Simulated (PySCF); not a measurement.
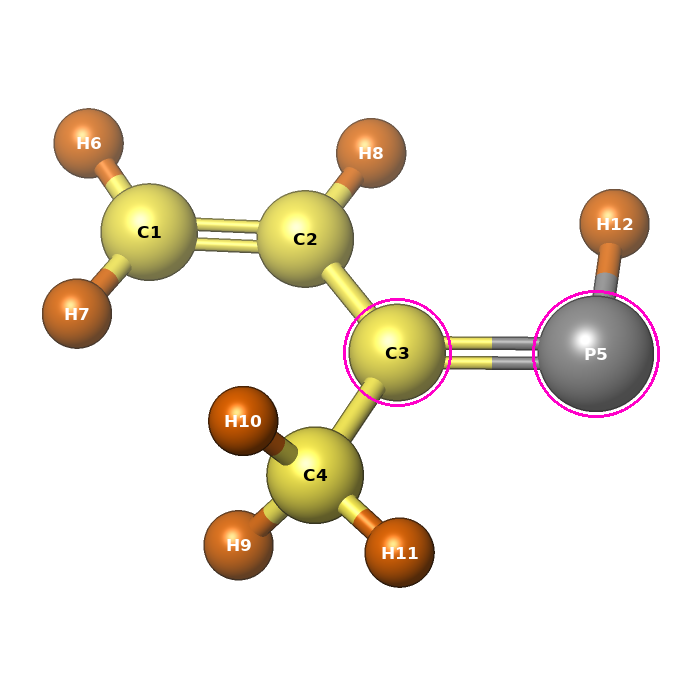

Atoms fade into the background with distance from the viewer. Circles mark the stereogenic atoms. The geometry was computed by an optimisation with GFN2-xTB. No frequency run is at hand to confirm it as a minimum.

> Give the R/S and E/Z labels.

C3=P5: Z.
